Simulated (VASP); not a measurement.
# Ni(111) over its thickness, part 2 of 8

Aim: follow surface energy, work function and relaxation of Ni(111) with the number of layers.

VASP 6.6.1, plane waves and PAW; the level of theory is named at each step.

So far. Step 3 (The bulk reference, job self-consistent run, k-mesh …): The run ends at a pressure of 0.15 GPa.

### Step 4. Relaxing the slab, layers 4

This step: PBE, spin-polarised from a ferromagnetic start; plane waves and PAW (Ni) (VASP 6.6.1).

System of this step: Ni(111). The cell holds 4 atoms: 4 Ni. Its edges and angles: a = 2.486 Å, b = 2.486 Å, c = 21.090 Å, α = 90.0°, β = 90.0°, γ = 60.0°. It derives from Ni. 4 layers of fcc Ni, cut at this functional's lattice. Vacuum lies along c.

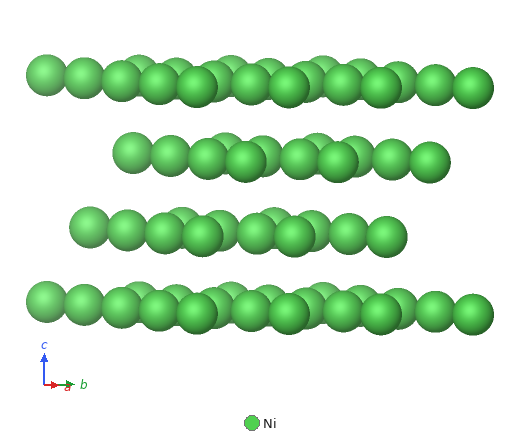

The cell of this step (nickel green). 4×3×1 cells are drawn. Some periodic images of atoms are drawn too.

All atoms relax at the fixed cell.

INCAR reads:

```
SYSTEM = Ni
PREC = Normal
ENCUT = 320
EDIFF = 1E-06
NELM = 120
ISMEAR = 1
SIGMA = 0.15
LREAL = .FALSE.
ALGO = Fast
GGA = PE
NBANDS = 31
ISPIN = 2
MAGMOM = 1 1 1 1
LASPH = .TRUE.
LMAXMIX = 4
LORBIT = 11
LWAVE = .FALSE.
LCHARG = .FALSE.
KPAR = 4
IBRION = 2
NSW = 50
ISIF = 2
EDIFFG = -0.01
POTIM = 0.4
MAXMIX = 40
```

POSCAR reads:

```
Ni
1.0
    2.4861695742      0.0000000000      0.0000000000
    1.2430847871      2.1530860094      0.0000000000
    0.0000000000      0.0000000000     21.0898468708
Ni
4
Direct
    0.0000000000      0.0000000000      0.3556213600
    0.3333333300      0.3333333300      0.4518737900
    0.6666666700      0.6666666700      0.5481262100
    0.0000000000      0.0000000000      0.6443786400
```

KPOINTS reads:

```
Automatic mesh
0
Gamma
15 15 1
0 0 0
```

PAW data sets: Ni (PBE family, release 64).

Run with:

```console
$ mpirun -np 4 vasp_std
```

The log of the run:

```text
[banner, memory and clock lines left out]
running    4 mpi-ranks, on    1 nodes
 distrk:  each k-point on    1 cores,    4 groups
 distr:  one band on    1 cores,    1 groups

 POSCAR found type information on POSCAR Ni
 POSCAR found :  1 types and       4 ions
 LDA part: xc-table for (Slater+PW92), standard interpolation
 POSCAR, INCAR and KPOINTS ok, starting setup
 FFT: planning ... GRIDC
 FFT: planning ... GRID_SOFT
 FFT: planning ... GRID
 WAVECAR not read
 entering main loop
       N       E                     dE             d eps       ncg     rms          rms(c)
DAV:   1     0.223126812920E+03    0.22313E+03   -0.13854E+04  3348   0.102E+03
DAV:   2    -0.107352705892E+02   -0.23386E+03   -0.22221E+03  3453   0.259E+02
DAV:   3    -0.242337686142E+02   -0.13498E+02   -0.13227E+02  3775   0.862E+01
DAV:   4    -0.243863848105E+02   -0.15262E+00   -0.15257E+00  3872   0.992E+00
DAV:   5    -0.243897771961E+02   -0.33924E-02   -0.33923E-02  4789   0.100E+00    0.190E+01
RMM:   6    -0.249460825914E+02   -0.55631E+00   -0.33548E+01  3354   0.567E+01    0.256E+01
RMM:   7    -0.255828398169E+02   -0.63676E+00   -0.84479E+00  3375   0.227E+01    0.276E+01
RMM:   8    -0.207770185678E+02    0.48058E+01   -0.28935E+00  3371   0.161E+01    0.108E+01
RMM:   9    -0.205924713888E+02    0.18455E+00   -0.81150E-01  3380   0.763E+00    0.145E+01
RMM:  10    -0.200403323954E+02    0.55214E+00   -0.17072E-01  3392   0.359E+00    0.271E+00
RMM:  11    -0.201005295884E+02   -0.60197E-01   -0.20638E-02  3421   0.962E-01    0.202E+00
RMM:  12    -0.203005184430E+02   -0.19999E+00   -0.90888E-02  3391   0.187E+00    0.116E+00
RMM:  13    -0.204567394280E+02   -0.15622E+00   -0.41402E-02  3390   0.989E-01    0.755E-01
RMM:  14    -0.205069360805E+02   -0.50197E-01   -0.73366E-03  3416   0.481E-01    0.905E-01
RMM:  15    -0.205150724268E+02   -0.81363E-02   -0.16051E-03  3479   0.250E-01    0.867E-01
RMM:  16    -0.205702199223E+02   -0.55147E-01   -0.98266E-03  3467   0.437E-01    0.287E-01
RMM:  17    -0.206104791347E+02   -0.40259E-01   -0.60208E-03  3444   0.294E-01    0.412E-01
RMM:  18    -0.206285781170E+02   -0.18099E-01   -0.30783E-03  3412   0.226E-01    0.307E-01
RMM:  19    -0.206302325097E+02   -0.16544E-02   -0.63082E-04  3377   0.147E-01    0.129E-01
RMM:  20    -0.206303966136E+02   -0.16410E-03   -0.13474E-04  3370   0.989E-02    0.542E-02
RMM:  21    -0.206321631723E+02   -0.17666E-02   -0.15165E-04  3387   0.585E-02    0.211E-02
RMM:  22    -0.206336853277E+02   -0.15222E-02   -0.13132E-04  3398   0.425E-02    0.575E-02
RMM:  23    -0.206344251874E+02   -0.73986E-03   -0.30654E-05  3338   0.301E-02    0.891E-03
RMM:  24    -0.206349989433E+02   -0.57376E-03   -0.24321E-05  3119   0.212E-02    0.144E-02
RMM:  25    -0.206352940666E+02   -0.29512E-03   -0.89567E-06  2618   0.127E-02    0.521E-03
RMM:  26    -0.206354449346E+02   -0.15087E-03   -0.46298E-06  2424   0.870E-03    0.342E-03
RMM:  27    -0.206355023953E+02   -0.57461E-04   -0.17634E-06  2253   0.552E-03    0.272E-03
RMM:  28    -0.206355318882E+02   -0.29493E-04   -0.78794E-07  2130   0.391E-03    0.280E-03
RMM:  29    -0.206355459095E+02   -0.14021E-04   -0.26786E-07  1967   0.296E-03    0.138E-03
RMM:  30    -0.206355525838E+02   -0.66743E-05   -0.10443E-07  1901   0.223E-03    0.529E-04
RMM:  31    -0.206355566322E+02   -0.40484E-05   -0.77053E-08  1802   0.185E-03    0.448E-04
RMM:  32    -0.206355571885E+02   -0.55630E-06   -0.27195E-08  1378   0.119E-03
   1 F= -.20635557E+02 E0= -.20634040E+02  d E =-.206356E+02  mag=     2.7920
 curvature:   0.00 expect dE= 0.000E+00 dE for cont linesearch  0.000E+00
 trial: gam= 0.00000 g(F)=  0.234E-02 g(S)=  0.000E+00 ort = 0.000E+00 (trialstep = 0.100E+01)
 search vector abs. value=  0.234E-02
 bond charge predicted
       N       E                     dE             d eps       ncg     rms          rms(c)
DAV:   1    -0.206368542244E+02   -0.12976E-02   -0.40379E-01  3670   0.320E+00    0.177E-01
RMM:   2    -0.206365217688E+02    0.33246E-03   -0.35384E-03  3349   0.567E-01    0.107E-01
RMM:   3    -0.206371582358E+02   -0.63647E-03   -0.63124E-04  3387   0.187E-01    0.106E-01
RMM:   4    -0.206373061766E+02   -0.14794E-03   -0.12760E-04  3379   0.936E-02    0.318E-02
RMM:   5    -0.206373028820E+02    0.32946E-05   -0.33978E-05  3386   0.483E-02    0.142E-02
RMM:   6    -0.206373246055E+02   -0.21724E-04   -0.93498E-06  3160   0.222E-02    0.923E-03
RMM:   7    -0.206373277895E+02   -0.31840E-05   -0.23645E-06  2339   0.107E-02    0.332E-03
RMM:   8    -0.206373382199E+02   -0.10430E-04   -0.77768E-07  2115   0.697E-03    0.234E-03
RMM:   9    -0.206373490824E+02   -0.10862E-04   -0.27808E-07  2047   0.437E-03    0.594E-04
RMM:  10    -0.206373533588E+02   -0.42764E-05   -0.89479E-08  1887   0.220E-03    0.561E-04
RMM:  11    -0.206373563170E+02   -0.29582E-05   -0.52438E-08  1830   0.189E-03    0.622E-04
RMM:  12    -0.206373594019E+02   -0.30848E-05   -0.37662E-08  1554   0.133E-03    0.401E-04
RMM:  13    -0.206373599955E+02   -0.59364E-06   -0.66369E-09  1021   0.975E-04
   2 F= -.20637360E+02 E0= -.20635817E+02  d E =-.180281E-02  mag=     2.7944
[...]
3 F= -.20638055E+02 E0= -.20636489E+02  d E =-.249782E-02  mag=     2.7965
[...]
4 F= -.20638062E+02 E0= -.20636494E+02  d E =-.250469E-02  mag=     2.7967
[...]
5 F= -.20638577E+02 E0= -.20637035E+02  d E =-.514643E-03  mag=     2.7954
[...]
6 F= -.20639214E+02 E0= -.20637721E+02  d E =-.115208E-02  mag=     2.7932
[...]
7 F= -.20639296E+02 E0= -.20637897E+02  d E =-.123385E-02  mag=     2.7889
 curvature:   3.14 expect dE= 0.196E-03 dE for cont linesearch  0.169E-03
 ZBRENT: bracketing found
 ZBRENT: interpolating
 opt :   5.6324  next Energy=   -20.639399 (dE=-0.134E-02)
 bond charge predicted
       N       E                     dE             d eps       ncg     rms          rms(c)
DAV:   1    -0.206390304614E+02    0.26519E-03   -0.46171E-01  3362   0.343E+00    0.229E-01
RMM:   2    -0.206393309284E+02   -0.30047E-03   -0.29037E-03  3361   0.522E-01    0.251E-02
RMM:   3    -0.206394393574E+02   -0.10843E-03   -0.52718E-04  3399   0.178E-01    0.116E-02
RMM:   4    -0.206394519189E+02   -0.12561E-04   -0.73547E-05  3436   0.703E-02    0.111E-02
RMM:   5    -0.206394560014E+02   -0.40825E-05   -0.25735E-05  3334   0.346E-02    0.946E-03
RMM:   6    -0.206394567888E+02   -0.78745E-06   -0.46573E-06  2801   0.159E-02
   8 F= -.20639457E+02 E0= -.20638010E+02  d E =-.139491E-02  mag=     2.7911
 curvature:  -3.43 expect dE=-0.214E-04 dE for cont linesearch -0.208E-04
 trial: gam=-0.09861 g(F)=  0.622E-05 g(S)=  0.000E+00 ort = 0.577E-04 (trialstep = 0.210E+01)
 search vector abs. value=  0.184E-06
 reached required accuracy - stopping structural energy minimisation
```

It took 1.9 min on 4 MPI ranks of Intel Xeon Platinum 8488C (Sapphire Rapids), shared host; peak memory 0.85 GiB.

OUTCAR, selected parts (step 4):

```text
  LATTYP: Found a hexagonal cell.
 ALAT       =     2.4861695742
 C/A-ratio  =     8.4828674156

 Subroutine GETGRP returns: Found 12 space group operations
 (whereof 12 operations were pure point group operations)

The static configuration has the point symmetry D_3d.

 Found     27 irreducible k-points:

   k-points           NKPTS =     27   k-points in BZ     NKDIM =     27   number of bands    NBANDS=     31

   dimension x,y,z NGX =    12 NGY =   12 NGZ =   96
   dimension x,y,z NGXF=    24 NGYF=   24 NGZF=  192

   ENCUT  =  320.0 eV  23.52 Ry    4.85 a.u.   3.63  3.63 30.76*2*pi/ulx,y,z

   NELECT =      40.0000    total number of electrons

 E-fermi :   0.5627

 spin component 1
 k-point     1 :       0.0000    0.0000    0.0000
  band No.  band energies     occupation
    ...
     20      -0.2383      1.00000
     21      -0.2383      1.00000
     22      -0.0919      1.00000
     23      -0.0919      1.00000
     24      -0.0840      1.00000
     25       0.8641     -0.00775
     26       5.3289      0.00000
     27       5.4151      0.00000
     28       6.6738      0.00000
     29       7.4866      0.00000
    ...

 k-point     2 :       0.0667    0.0000    0.0000
  band No.  band energies     occupation
    ...
     20      -0.5113      1.00000
     21      -0.4064      1.00000
     22      -0.2399      1.00000
     23      -0.0895      1.00000
     24       0.4164      1.02237
     25       1.3773     -0.00000
     26       5.4760      0.00000
     27       5.5437      0.00000
     28       6.8192      0.00000
     29       7.5980      0.00000
    ...

 k-point     3 :       0.1333    0.0000    0.0000
  band No.  band energies     occupation
    ...
     19      -0.7433      1.00000
     20      -0.6022      1.00000
     21      -0.2457      1.00000
     22      -0.2439      1.00000
     23      -0.0838      1.00000
     24       1.0762     -0.00001
     25       2.3201     -0.00000
     26       5.9170      0.00000
     27       5.9261      0.00000
     28       7.2550      0.00000
    ...

 k-point     4 :       0.2000    0.0000    0.0000
  band No.  band energies     occupation
    ...
     19      -0.7343      1.00000
     20      -0.5808      1.00000
     21      -0.2508      1.00000
     22      -0.0769      1.00000
     23       0.0983      1.00005
     24       1.8273     -0.00000
     25       3.4408     -0.00000
     26       6.5544      0.00000
     27       6.6503      0.00000
     28       7.9792      0.00000
    ...

  Total       -1.2947457     -1.2947457      0.0025456     -0.0000000     -0.0000000     -0.0000000
  in kB      -18.3750921    -18.3750921      0.0361272     -0.0000000     -0.0000000     -0.0000000
  external PRESSURE =     -12.2380190 kB  Pullay stress =       0.0000000 kB

  energy-cutoff  :      320.00
  volume of cell :      112.89
      direct lattice vectors                 reciprocal lattice vectors
     2.486169574  0.000000000  0.000000000     0.402225178 -0.232224815  0.000000000
     1.243084787  2.153086009  0.000000000     0.000000000  0.464449630  0.000000000
     0.000000000  0.000000000 21.089846871     0.000000000  0.000000000  0.047416181

 POSITION                                       TOTAL-FORCE (eV/Angst)
 -----------------------------------------------------------------------------------
      0.00000      0.00000      7.52718         0.000000      0.000000      0.006767
      1.24308      0.71770      9.53171        -0.000000      0.000000      0.005899
      2.48617      1.43539     11.55814        -0.000000      0.000000     -0.005899
      0.00000      0.00000     13.56267        -0.000000     -0.000000     -0.006767
 -----------------------------------------------------------------------------------
    total drift:                                0.000000      0.000000      0.000000

  FREE ENERGIE OF THE ION-ELECTRON SYSTEM (eV)
  ---------------------------------------------------
  free  energy   TOTEN  =       -20.6394567888 eV

  energy  without entropy=      -20.6351157972  energy(sigma->0) =      -20.63800979

 total charge
# of ion       s       p       d       tot
------------------------------------------
    1        0.495   0.389   8.290   9.174
    2        0.499   0.504   8.301   9.304
    3        0.499   0.504   8.301   9.304
    4        0.495   0.389   8.290   9.174
--------------------------------------------------
tot          1.987   1.786  33.183  36.957

 magnetization (x)
# of ion       s       p       d       tot
------------------------------------------
    1       -0.004  -0.023   0.744   0.716
    2       -0.006  -0.028   0.743   0.708
    3       -0.006  -0.028   0.743   0.708
    4       -0.004  -0.023   0.744   0.716
--------------------------------------------------
tot         -0.022  -0.103   2.973   2.849

[... 1 part as in an earlier step ...]

[... 11 further parts left out ...]
```

The magnetic state follows from one typed start and may not be the lowest. The run keeps the 12 symmetry operations of its start, so it cannot find a distortion of lower symmetry.

Step by step:

| step | energy less that of the first step (eV) | largest force (eV/Å) |
| --- | --- | --- |
| 1 | 0.0000 | 0.1439 |
| 2 | -0.0018 | 0.0971 |
| 3 | -0.0025 | 0.0574 |
| 4 | -0.0025 | 0.0643 |
| 5 | -0.0030 | 0.0503 |
| 6 | -0.0037 | 0.0252 |
| 7 | -0.0037 | 0.0229 |
| 8 | -0.0039 | 0.0068 |

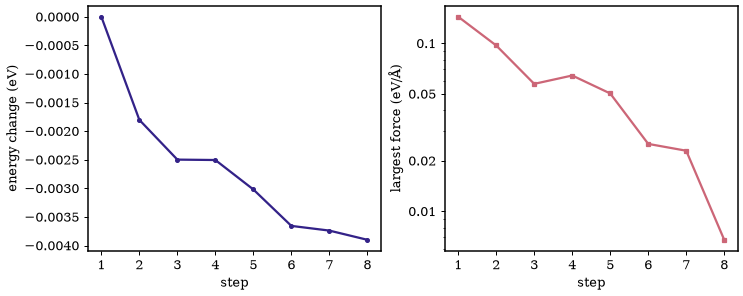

Energy and largest force along the relaxation.

The atoms that moved most (Å):

| atom | dx | dy | dz | length |
| --- | --- | --- | --- | --- |
| Ni1 | 0.000 | 0.000 | 0.027 | 0.027 |
| Ni4 | 0.000 | 0.000 | -0.027 | 0.027 |

Final coordinates:

```xyz
4
Lattice="2.4862 0.0000 0.0000 1.2431 2.1531 0.0000 0.0000 0.0000 21.0898" Properties=species:S:1:pos:R:3
Ni    0.0000    0.0000    7.5272
Ni    1.2431    0.7177    9.5317
Ni    2.4862    1.4354   11.5581
Ni    0.0000    0.0000   13.5627
```

Numbers from this step:

* electronic cycles: 85
* electrons: 40
* free energy (TOTEN): -20.64 eV
* energy at zero smearing: -20.64 eV
* Fermi energy: 0.5627 eV
* moment of the cell, from the last line of the log: 2.79 μB

Spin moment in the PAW sphere by atom:

| atom | spin moment in the PAW sphere (μB) |
| --- | --- |
| Ni1 | 0.716 |
| Ni2 | 0.708 |
| Ni3 | 0.708 |
| Ni4 | 0.716 |

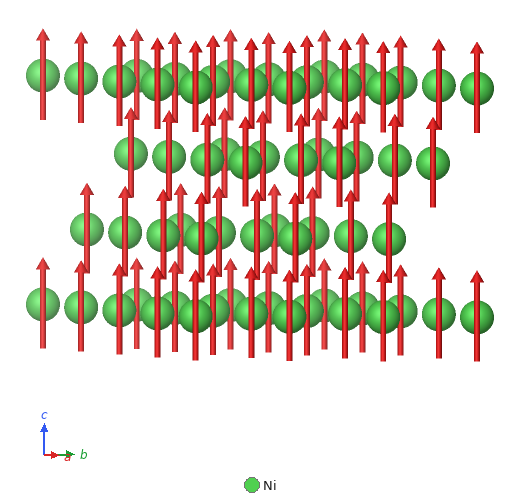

Spin moment in the PAW sphere as arrows, the longest 0.716 μB. Up and down stand for the sign. Arrows give size and sign along the axis of quantisation, drawn up and down the page. 4×3×1 cells are drawn. Some periodic images of atoms are drawn too.

The run ended after 8 ionic steps, 0.004 eV below its first step, once the forces on the free atoms met EDIFFG = -0.01.

[end of part 2 of 8]

[Lines on the potential files, build, host, timing and source positions are cut from VASP's logs without a mark.]

[Logs are printed without paths, hosts, clocks, repeated set-up lines and the standing remarks that a program may print on its own settings, such as how far it seeks lower states.]

[Hosts, paths, dates, database ids (printed as entryN), source tags and the programs' standing remarks are cut or masked in the printed files.]

[Runs that stopped without an error message from VASP are left out.]
